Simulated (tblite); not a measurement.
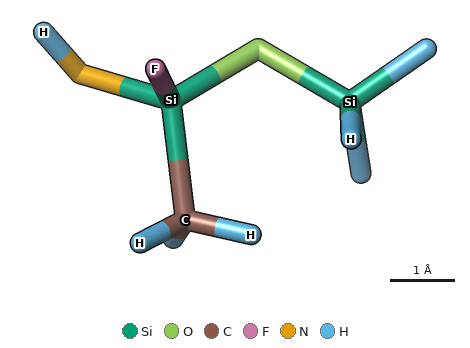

*The starting structure (stick view, seen on its broad side).*

Bond lengths as drawn: C–H 1.08 to 1.12 Å, C–Si 1.91 Å, F–Si 1.69 Å, H–N 1.01 Å, H–Si 1.48 to 1.49 Å, N–Si 1.77 Å and O–Si 1.72 Å.

## Geometry relaxation of CH7FNOSi2 (part 1 of 2)

The run: geometry relaxation of CH7FNOSi2, multiplicity 2, SMILES C[Si]([NH])(F)O[SiH3]. Method and program: GFN2-xTB geometry optimisation, gas phase (tblite 0.8.0).

**Input file**
```
{"job": {"kind": "relax", "xc": "GFN2-xTB", "basis": "xTB"}, "charge": 0, "multiplicity": 2}
Si    -0.563046     0.852529    -0.075309
O      1.084438     0.891298    -0.578213
Si     1.973658    -0.444860     0.031477
C     -1.204998    -0.931106     0.118781
F     -0.669201     1.638948     1.420460
N     -1.588943     1.717899    -1.226880
H      1.691317    -1.662613    -0.753180
H      3.443423    -0.242079    -0.014028
H      1.633880    -0.774580     1.439958
H     -2.058851    -0.838774     0.776761
H     -0.404197    -1.546744     0.603658
H     -1.434365    -1.263759    -0.910747
H     -1.846639     2.628118    -0.872736
```

The first line tells a small driver script what to run in tblite; the rest is the geometry in Å.

Hardware: 1 CPU thread, shared host.

Launched with:
```bash
OMP_NUM_THREADS=1 python <driver script> task.json out
```

**Log**
```
step      E/eV     max force
  0    -569.89150    2.826
  1    -570.19944    2.111
  2    -570.42923    1.488
  3    -570.47879    0.691
  4    -570.53211    0.590
  5    -570.57634    0.646
  6    -570.61576    0.624
  7    -570.66166    0.529
  8    -570.68684    0.431
  9    -570.70864    0.422
 10    -570.72458    0.448
 11    -570.74528    0.457
 12    -570.77409    0.449
 13    -570.80355    0.431
 14    -570.82090    0.282
 15    -570.82863    0.251
 16    -570.83761    0.267
 17    -570.84816    0.385
 18    -570.85991    0.375
 19    -570.86911    0.200
 20    -570.87714    0.256
 21    -570.88161    0.222
 22    -570.88703    0.198
 23    -570.89139    0.285
 24    -570.89664    0.291
 25    -570.90200    0.244
 26    -570.90842    0.228
 27    -570.91534    0.222
 28    -570.92214    0.224
 29    -570.92761    0.187
 30    -570.92921    0.613
 31    -570.93321    0.148
 32    -570.93464    0.082
 33    -570.93626    0.095
 34    -570.93710    0.084
 35    -570.93823    0.084
 36    -570.93922    0.082
 37    -570.94069    0.081
 38    -570.94202    0.097
 39    -570.94292    0.092
 40    -570.94341    0.068
 41    -570.94387    0.056
 42    -570.94453    0.065
 43    -570.94527    0.077
 44    -570.94586    0.058
 45    -570.94627    0.060
 46    -570.94668    0.058
 47    -570.94717    0.064
 48    -570.94779    0.062
 49    -570.94855    0.062
 50    -570.94940    0.069
 51    -570.95016    0.068
 52    -570.95069    0.051
 53    -570.95104    0.048
 54    -570.95138    0.049
 55    -570.95188    0.068
 56    -570.95247    0.085
 57    -570.95314    0.065
 58    -570.95360    0.056
 59    -570.95377    0.053
 60    -570.95394    0.043
 61    -570.95435    0.064
 62    -570.95464    0.068
 63    -570.95504    0.061
 64    -570.95530    0.049
 65    -570.95554    0.044
 66    -570.95583    0.034
 67    -570.95629    0.050
 68    -570.95663    0.053
 69    -570.95697    0.051
 70    -570.95725    0.067
 71    -570.95775    0.062
 72    -570.95857    0.080
 73    -570.95990    0.146
 74    -570.96030    0.127
 75    -570.96142    0.093
 76    -570.96251    0.111
 77    -570.96352    0.096
 78    -570.96483    0.104
 79    -570.96682    0.108
 80    -570.96888    0.122
 81    -570.97125    0.081
 82    -570.97259    0.094
 83    -570.97291    0.074
 84    -570.97202    0.233
 85    -570.97360    0.046
 86    -570.97381    0.035
 87    -570.97439    0.045
 88    -570.97472    0.043
 89    -570.97498    0.044
 90    -570.97513    0.027
 91    -570.97525    0.022
 92    -570.97534    0.025
 93    -570.97542    0.038
 94    -570.97548    0.030
 95    -570.97553    0.019
 96    -570.97559    0.020
 97    -570.97566    0.022
 98    -570.97572    0.023
 99    -570.97575    0.013
100    -570.97577    0.014
101    -570.97579    0.013
102    -570.97583    0.020
103    -570.97590    0.026
104    -570.97600    0.027
105    -570.97612    0.032
106    -570.97627    0.032
107    -570.97642    0.033
108    -570.97653    0.023
109    -570.97660    0.018
110    -570.97666    0.020
111    -570.97676    0.036
112    -570.97693    0.054
113    -570.97724    0.067
114    -570.97763    0.063
115    -570.97802    0.041
116    -570.97824    0.032
117    -570.97835    0.033
118    -570.97845    0.022
119    -570.97853    0.022
120    -570.97858    0.018
121    -570.97863    0.019
122    -570.97869    0.018
123    -570.97875    0.015
124    -570.97884    0.024
125    -570.97892    0.025
126    -570.97900    0.019
127    -570.97905    0.010
128    -570.97908    0.008
129    -570.97909    0.007
```

**Trajectory as extended XYZ (Å, eV, eV/Å), 27 frames, from step=0 to step=129**
```
13
Properties=species:S:1:pos:R:3:forces:R:3 step=0 energy=-569.89150
Si   -0.5630    0.8525   -0.0753    0.2840   2.1280  -1.0720
O     1.0844    0.8913   -0.5782   -1.0960  -1.9200   1.7590
Si    1.9737   -0.4449    0.0315    0.3470   0.5560  -0.2940
C    -1.2050   -0.9311    0.1188    0.8230   0.2780  -0.0690
F    -0.6692    1.6389    1.4205    0.3270  -0.8380  -1.3070
N    -1.5889    1.7179   -1.2269    1.4660  -1.0370   1.5090
H     1.6913   -1.6626   -0.7532   -0.1100   0.3120  -0.0520
H     3.4434   -0.2421   -0.0140   -0.5890   0.3980  -0.1530
H     1.6339   -0.7746    1.4400    0.0550   0.2720  -0.2970
H    -2.0589   -0.8388    0.7768   -0.2040  -0.5030  -0.2630
H    -0.4042   -1.5467    0.6037   -1.0140   0.4130  -0.5950
H    -1.4344   -1.2638   -0.9107   -0.0770  -0.1230   0.9850
H    -1.8466    2.6281   -0.8727   -0.2110   0.0640  -0.1520
13
Properties=species:S:1:pos:R:3:forces:R:3 step=5 energy=-570.57634
Si   -0.5356    0.9116   -0.0967   -0.3620   0.3770  -0.3790
O     1.0420    0.7404   -0.4407    0.0270   0.0150   0.0430
Si    2.0069   -0.4822    0.0472    0.2510  -0.0060  -0.0110
C    -1.2005   -0.8617    0.1180   -0.1530  -0.4790   0.0150
F    -0.6159    1.5838    1.3706    0.1870   0.0140   0.1930
N    -1.5237    1.7163   -1.2054    0.5290  -0.1510   0.2110
H     1.6796   -1.6271   -0.7706   -0.0460  -0.2960  -0.2870
H     3.4137   -0.1584   -0.0470    0.0620   0.3830  -0.1660
H     1.6492   -0.7463    1.4183    0.0580  -0.1590   0.5160
H    -2.0773   -0.8754    0.7428   -0.2550   0.0720   0.0750
H    -0.4510   -1.5107    0.5686   -0.0460   0.2600   0.0000
H    -1.4491   -1.2757   -0.8484   -0.1020   0.0500  -0.1230
H    -1.8818    2.6096   -0.8967   -0.1500  -0.0810  -0.0870
13
Properties=species:S:1:pos:R:3:forces:R:3 step=10 energy=-570.72458
Si   -0.5383    0.9354   -0.0918   -0.0190  -0.2110   0.1470
O     1.0339    0.6632   -0.3689    0.0400  -0.0100  -0.1060
Si    2.0522   -0.5365    0.0773   -0.1500   0.0140   0.0300
C    -1.2667   -0.8712    0.1126   -0.0040   0.2610  -0.0300
F    -0.5367    1.5532    1.4056   -0.0320  -0.0320   0.1210
N    -1.4268    1.7484   -1.2394    0.0990   0.0280  -0.0820
H     1.6839   -1.6544   -0.8257    0.2350   0.1360   0.2790
H     3.4037   -0.0062   -0.1134   -0.2190  -0.0040  -0.0200
H     1.7053   -0.7797    1.4981    0.3140  -0.1800  -0.2640
H    -2.1510   -0.8720    0.7402    0.0640   0.0370  -0.1070
H    -0.4657   -1.4434    0.5721   -0.2160   0.0020   0.0070
H    -1.4921   -1.2744   -0.8672   -0.0440   0.0600   0.0910
H    -1.9452    2.5621   -0.9395   -0.0690  -0.1030  -0.0660
13
Properties=species:S:1:pos:R:3:forces:R:3 step=15 energy=-570.82863
Si   -0.5399    0.9344   -0.0456    0.0320   0.1020   0.0110
O     1.0107    0.6195   -0.3617   -0.0110  -0.0100   0.0830
Si    2.0558   -0.5346    0.0958    0.2010   0.0890  -0.1210
C    -1.3320   -0.8230    0.0991   -0.0260  -0.0580   0.1050
F    -0.4912    1.5069    1.4706   -0.1280  -0.0540   0.0130
N    -1.2906    1.7886   -1.2561   -0.1380   0.0620   0.0300
H     1.7830   -1.6677   -0.7776    0.0100  -0.1870  -0.0310
H     3.3164    0.1235   -0.1789    0.1770   0.0450   0.0110
H     1.8825   -0.9035    1.5021    0.0160  -0.0060   0.0000
H    -2.2188   -0.8342    0.7140   -0.1460   0.1570  -0.0140
H    -0.5561   -1.3959    0.5898   -0.0340  -0.1970  -0.0130
H    -1.5509   -1.2425   -0.8737    0.0360   0.0980   0.0240
H    -2.0124    2.4527   -1.0180    0.0110  -0.0410  -0.0980
13
Properties=species:S:1:pos:R:3:forces:R:3 step=20 energy=-570.87714
Si   -0.5380    0.9505   -0.0191   -0.1040  -0.1090  -0.0610
O     1.0032    0.5886   -0.3244    0.0710  -0.0200   0.0530
Si    2.1165   -0.5268    0.0682    0.0690  -0.1030   0.0430
C    -1.3734   -0.8027    0.1249   -0.0130  -0.0040  -0.1070
F    -0.5241    1.4657    1.5150   -0.0620   0.0480   0.0390
N    -1.2528    1.8124   -1.2482    0.1390  -0.1910   0.0990
H     1.8521   -1.7205   -0.7471    0.0630   0.1100  -0.0580
H     3.3424    0.2067   -0.2102    0.0310  -0.0680  -0.0130
H     1.9931   -0.9605    1.4709    0.0330   0.1340  -0.0760
H    -2.2957   -0.7530    0.6905    0.1020   0.0180   0.0110
H    -0.6361   -1.4434    0.6007   -0.1840   0.0900   0.0920
H    -1.5715   -1.1835   -0.8666   -0.0610   0.0360  -0.0460
H    -2.0593    2.3908   -1.0947   -0.0840   0.0590   0.0230
13
Properties=species:S:1:pos:R:3:forces:R:3 step=25 energy=-570.90200
Si   -0.5359    0.9269    0.0023    0.1430   0.0620   0.0790
O     1.0132    0.5622   -0.2755   -0.0320   0.0280   0.0170
Si    2.1705   -0.5336    0.0530   -0.1280   0.0610   0.0310
C    -1.4068   -0.7913    0.1139   -0.0960   0.0060   0.0520
F    -0.5669    1.4549    1.5356   -0.0040   0.0000  -0.0480
N    -1.2361    1.7945   -1.2272   -0.0980   0.0650  -0.0700
H     1.9081   -1.7201   -0.7670    0.0600   0.0700  -0.0810
H     3.3782    0.2233   -0.2335    0.0500  -0.0430  -0.0500
H     2.0588   -0.9440    1.4533    0.0660   0.0130   0.0760
H    -2.3192   -0.7004    0.6810   -0.1820   0.0340  -0.0360
H    -0.7287   -1.4518    0.6355    0.0730  -0.0710  -0.0420
H    -1.6057   -1.1492   -0.8840   -0.0450  -0.0860   0.0100
H    -2.0731    2.3530   -1.1273    0.1920  -0.1370   0.0600
13
Properties=species:S:1:pos:R:3:forces:R:3 step=30 energy=-570.92921
Si   -0.5184    0.9089    0.0589   -0.1460  -0.1230  -0.0360
O     1.0178    0.4936   -0.1580   -0.0510   0.0630   0.0050
Si    2.2608   -0.5240    0.0543    0.1200  -0.0100  -0.0580
C    -1.5349   -0.7479    0.1136   -0.0150  -0.0270  -0.0090
F    -0.6170    1.4191    1.5914    0.0440   0.0290  -0.0020
N    -1.1467    1.7774   -1.2084    0.5500  -0.2700  -0.0190
H     2.0775   -1.6788   -0.8300   -0.0660   0.0330   0.0300
H     3.4082    0.2863   -0.3293    0.0430   0.0270   0.0140
H     2.2883   -0.9482    1.4536    0.0070  -0.0180   0.0210
H    -2.4731   -0.5749    0.6226   -0.0140   0.0220  -0.0190
H    -0.9336   -1.4567    0.6694   -0.0210  -0.0160  -0.0290
H    -1.7176   -1.1110   -0.8889    0.0240   0.0100   0.0680
H    -2.0548    2.1805   -1.1891   -0.4740   0.2800   0.0320
13
Properties=species:S:1:pos:R:3:forces:R:3 step=35 energy=-570.93823
Si   -0.5261    0.8876    0.0580    0.0220   0.0600  -0.0150
O     1.0189    0.5002   -0.1513    0.0140   0.0020  -0.0200
Si    2.2682   -0.5165    0.0496   -0.0070  -0.0030   0.0260
C    -1.5398   -0.7577    0.1177    0.0100  -0.0140  -0.0080
F    -0.6159    1.4291    1.5806    0.0060   0.0050   0.0120
N    -1.1426    1.7618   -1.2134   -0.0110  -0.0140  -0.0290
H     2.0609   -1.6647   -0.8373   -0.0330   0.0190   0.0310
H     3.4296    0.2770   -0.3245    0.0170   0.0480  -0.0030
H     2.2816   -0.9337    1.4542    0.0330  -0.0290  -0.0310
H    -2.4792   -0.5725    0.6206    0.0050  -0.0530   0.0000
H    -0.9349   -1.4680    0.6662   -0.0650  -0.0350   0.0400
H    -1.7159   -1.1187   -0.8843   -0.0330  -0.0240  -0.0080
H    -2.0483    2.2004   -1.1760    0.0430   0.0380   0.0060
13
Properties=species:S:1:pos:R:3:forces:R:3 step=40 energy=-570.94341
Si   -0.5256    0.8775    0.0628    0.0140  -0.0410  -0.0030
O     1.0226    0.4978   -0.1368    0.0150  -0.0010   0.0170
Si    2.2899   -0.4994    0.0486    0.0070  -0.0040  -0.0140
C    -1.5621   -0.7624    0.1192   -0.0180   0.0000   0.0080
F    -0.6185    1.4321    1.5818   -0.0090  -0.0160  -0.0280
N    -1.1284    1.7420   -1.2235   -0.0320  -0.0100   0.0240
H     2.0603   -1.6430   -0.8348    0.0020  -0.0150  -0.0170
H     3.4495    0.3000   -0.3337   -0.0640   0.0180   0.0110
H     2.3314   -0.9421    1.4431    0.0230   0.0050   0.0130
H    -2.5060   -0.5672    0.6092   -0.0220   0.0210   0.0070
H    -0.9944   -1.4914    0.6831    0.0280   0.0110   0.0030
H    -1.7408   -1.1256   -0.8824    0.0210  -0.0040  -0.0020
H    -2.0214    2.2059   -1.1765    0.0360   0.0370  -0.0200
13
Properties=species:S:1:pos:R:3:forces:R:3 step=45 energy=-570.94627
Si   -0.5228    0.8585    0.0659   -0.0580   0.0170  -0.0030
O     1.0281    0.4840   -0.1117   -0.0390  -0.0240   0.0030
Si    2.3087   -0.4991    0.0485   -0.0240  -0.0060   0.0040
C    -1.5889   -0.7617    0.1225    0.0260  -0.0170   0.0040
F    -0.6205    1.4220    1.5797   -0.0220   0.0020   0.0290
N    -1.1168    1.7264   -1.2226    0.0240  -0.0140  -0.0210
H     2.0717   -1.6356   -0.8426    0.0260  -0.0170  -0.0050
H     3.4330    0.3395   -0.3449    0.0080   0.0070  -0.0070
H     2.3886   -0.9500    1.4405    0.0050   0.0090  -0.0220
H    -2.5377   -0.5519    0.5999    0.0380   0.0130  -0.0170
H    -1.0339   -1.4937    0.6966   -0.0080   0.0120   0.0040
H    -1.7565   -1.1290   -0.8801    0.0020  -0.0040   0.0150
H    -1.9965    2.2147   -1.1916    0.0220   0.0210   0.0140
13
Properties=species:S:1:pos:R:3:forces:R:3 step=50 energy=-570.94940
Si   -0.5357    0.8428    0.0794    0.0630   0.0120   0.0190
O     1.0122    0.4465   -0.0694    0.0000  -0.0480   0.0080
Si    2.3279   -0.4951    0.0404    0.0220   0.0300  -0.0350
C    -1.6176   -0.7615    0.1269   -0.0290   0.0260  -0.0070
F    -0.6491    1.4070    1.5926   -0.0250   0.0120   0.0020
N    -1.0930    1.7020   -1.2300    0.0020   0.0220  -0.0200
H     2.1154   -1.6335   -0.8562    0.0100   0.0170   0.0050
H     3.4170    0.3871   -0.3660   -0.0220  -0.0160  -0.0160
H     2.4744   -0.9524    1.4227   -0.0260  -0.0040   0.0170
H    -2.5671   -0.5141    0.5791   -0.0580  -0.0180   0.0310
H    -1.0981   -1.4985    0.7233    0.0360  -0.0160   0.0210
H    -1.7780   -1.1329   -0.8735    0.0180  -0.0360  -0.0290
H    -1.9517    2.2269   -1.2093    0.0090   0.0170   0.0040
13
Properties=species:S:1:pos:R:3:forces:R:3 step=55 energy=-570.95188
Si   -0.5412    0.8278    0.0897   -0.0640  -0.0150  -0.0150
O     0.9931    0.3830   -0.0124   -0.0020   0.0200  -0.0150
Si    2.3535   -0.4913    0.0326    0.0400  -0.0310   0.0200
C    -1.6561   -0.7593    0.1310    0.0050  -0.0480   0.0100
F    -0.6788    1.3984    1.5982   -0.0170   0.0280   0.0000
N    -1.0622    1.6785   -1.2412    0.0020   0.0280   0.0320
H     2.1573   -1.6176   -0.8816    0.0210  -0.0030   0.0190
H     3.3918    0.4371   -0.3983    0.0120   0.0030  -0.0170
H     2.5473   -0.9450    1.4126   -0.0100  -0.0120  -0.0390
H    -2.6126   -0.4936    0.5619    0.0110  -0.0380  -0.0180
H    -1.1507   -1.4908    0.7507   -0.0230   0.0380   0.0040
H    -1.7945   -1.1553   -0.8654    0.0030   0.0380   0.0260
H    -1.8903    2.2522   -1.2180    0.0230  -0.0070  -0.0090
```
